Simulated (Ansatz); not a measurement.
# CH8BN (SMILES [BH3-][NH2+]C): PBE-QIDH/cc-pVDZ

What is the vertical ionisation energy of CH8BN at PBE-QIDH/cc-pVDZ? 

Program for the calculation: Ansatz 0.2.0.

64 further runs of the same task are left out: 2 that didn't finish, 62 set aside as unsound or not needed.

## (1) The molecule

The species is CH8BN (11 atoms), meant as a singlet with charge 0. SMILES: `[BH3-][NH2+]C`. The shape is that of a PBE0-D4/def2-TZVP optimisation.

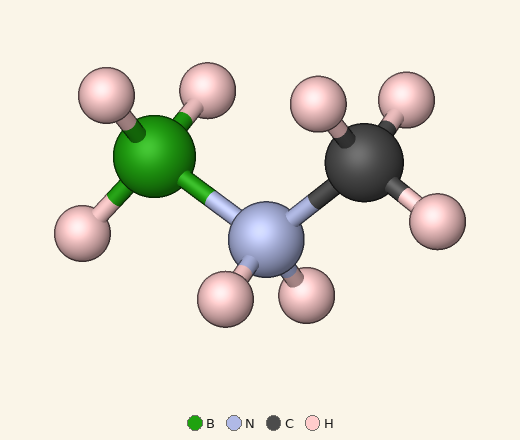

Viewed from a chosen angle; boron green, nitrogen light blue, carbon dark grey, hydrogen pink.

## (2) A single-point energy at PBE-QIDH/cc-pVDZ

Contents of job.yaml:

```yaml
crystal:
  periodic: [false, false, false]
  atoms:
    - {symbol: B, position_ang: [-0.828400, 1.032000, -0.205100]}
    - {symbol: "N", position_ang: [-0.349500, -0.497500, 0.070800]}
    - {symbol: C, position_ang: [1.107800, -0.661100, 0.155200]}
    - {symbol: H, position_ang: [-2.040900, 0.991000, -0.245400]}
    - {symbol: H, position_ang: [-0.325100, 1.341700, -1.265700]}
    - {symbol: H, position_ang: [-0.402900, 1.677500, 0.731200]}
    - {symbol: H, position_ang: [-0.783500, -0.815200, 0.932300]}
    - {symbol: H, position_ang: [-0.721000, -1.084700, -0.669900]}
    - {symbol: H, position_ang: [1.475700, -0.024100, 0.957600]}
    - {symbol: H, position_ang: [1.543500, -0.317100, -0.781300]}
    - {symbol: H, position_ang: [1.389800, -1.699400, 0.341100]}
basis:
  gaussian:
    orbitals: cc-pVDZ
hamiltonian:
  xc: {name: PBE-QIDH}
correlation:
  frozen_orbitals: {B: 1, C: 1, H: 0, "N": 1}
accuracy: high
output: {orbitals: {seedname: orbitals}}
```

On the command line:

```console
$ ansatz run job.yaml --threads 1 --pin off --max-ram 3480MiB --events-out events.jsonl --progress --plain --runs-dir runs
```

Output:

```text
Warning: RAYON_NUM_THREADS=1 ignored (pool sized by the plan → 1); use --threads N
Functional definition: PBE-QIDH
  name "PBE-QIDH"
  parameter a = 3^(-1/3)
  parameter c = 1/3
  exchange = (1 - a)*pbe_x + a*exact_x
  correlation = (1 - c)*pbe_c + c*(mp2_os + mp2_ss)
2051 factors; integrals over basis functions are off by at most 3.4e-9 eV
mean field evaluation 1: about -3321.9163 eV, gradient 2.7e1 eV
mean field evaluation 2: about -3321.9158 eV, gradient 2.7e1 eV
mean field evaluation 4: about -3323.9071 eV, gradient 2.9e0 eV
mean field evaluation 8: about -3323.9268 eV, gradient 3.4e-2 eV
mean field evaluation 16: about -3323.9268 eV, gradient 7.6e-7 eV
mean field -3323.92679334 eV, -122.1520566169 hartree, gradient 2.0e-8 eV, S^2 0.000000; 0 other end points of the search recorded, 0 dependent functions left out
3 core orbitals not correlated: weight in the atoms' cores, before any rotation towards them, 1.000 or more for the frozen orbitals, at most 0.000 for the correlated occupied ones
reference -3323.92679434 eV, -122.1520566536 hartree; 10, 10 occupied and 69, 69 virtual orbitals, 2051 factors
second order -13.49914567 eV of doubles, -0.00000000 eV of singles
Total energy: -3328.42650957 eV, -122.3174181381 hartree
```

Run time: 8.1 s. Hardware: 1 thread of Arm Neoverse V2, shared host; peak memory 0.24 GiB.

## (3) The doublet cation at the same level

Contents of input.yaml:

```yaml
crystal:
  periodic: [false, false, false]
  atoms:
    - {symbol: B, position_ang: [-0.828400, 1.032000, -0.205100]}
    - {symbol: N, position_ang: [-0.349500, -0.497500, 0.070800]}
    - {symbol: C, position_ang: [1.107800, -0.661100, 0.155200]}
    - {symbol: H, position_ang: [-2.040900, 0.991000, -0.245400]}
    - {symbol: H, position_ang: [-0.325100, 1.341700, -1.265700]}
    - {symbol: H, position_ang: [-0.402900, 1.677500, 0.731200]}
    - {symbol: H, position_ang: [-0.783500, -0.815200, 0.932300]}
    - {symbol: H, position_ang: [-0.721000, -1.084700, -0.669900]}
    - {symbol: H, position_ang: [1.475700, -0.024100, 0.957600]}
    - {symbol: H, position_ang: [1.543500, -0.317100, -0.781300]}
    - {symbol: H, position_ang: [1.389800, -1.699400, 0.341100]}
basis:
  gaussian: {orbitals: cc-pVDZ}
total_charge: 1
magnetization: {spin_polarized: true, initial_magnetization: 1}
hamiltonian: {xc: {name: PBE-QIDH}}
correlation: {frozen_orbitals: {B: 1, C: 1, H: 0, "N": 1}}
accuracy: high
output: {orbitals: {seedname: orbitals}}
```

On the command line:

```console
$ ansatz run input.yaml --threads 1 --pin off --max-ram 3480MiB --events-out events.jsonl --progress --plain --runs-dir runs
```

Output, shortened:

```text
Warning: RAYON_NUM_THREADS=1 ignored (pool sized by the plan → 1); use --threads N
[... 2 set-up lines as earlier in the session ...]
[...]
2050 factors; integrals over basis functions are off by at most 3.4e-9 eV
[...]
mean field -3313.77267414 eV, -121.7788996190 hartree, gradient 1.4e-8 eV, S^2 0.761583; 2 other end points of the search recorded, 0 dependent functions left out
3 core orbitals not correlated: weight in the atoms' cores, before any rotation towards them, 1.000 or more for the frozen orbitals, at most 0.000 for the correlated occupied ones
reference -3313.77267521 eV, -121.7788996581 hartree; 10, 9 occupied and 69, 70 virtual orbitals, 2050 factors
second order -12.73948258 eV of doubles, -0.00000000 eV of singles
Total energy: -3318.01916940 eV, -121.9349554414 hartree
```

Run time: 31 s. Hardware: 1 thread of Arm Neoverse V2, shared host; peak memory 0.35 GiB.

## (4) Outcome

Level: PBE-QIDH/cc-pVDZ, 3 core orbitals frozen.

| quantity | value |
| --- | --- |
| singlet CH8BN: total energy | -122.31742 Eh |
| singlet CH8BN: HOMO energy (SCF part's orbitals) | -9.82 eV |
| singlet CH8BN: LUMO energy (SCF part's orbitals) | 2.62 eV |
| singlet CH8BN: HOMO–LUMO gap (SCF part's orbitals) | 12.43 eV |
| doublet cation: total energy | -121.93496 Eh |
| doublet cation: HOMO energy (SCF part's orbitals) (highest over α and β) | -17.13 eV |
| doublet cation: LUMO energy (SCF part's orbitals) (lowest over α and β) | -10.44 eV |
| doublet cation: ⟨S²⟩ | 0.762 |
| vertical ionisation energy (to the doublet cation) | 10.407 eV |

**Reading.** The vertical ionisation energy comes to 10.41 eV (240 kcal/mol). −ε(HOMO) before ionisation, 9.82 eV, is 0.59 eV below this ionisation energy.
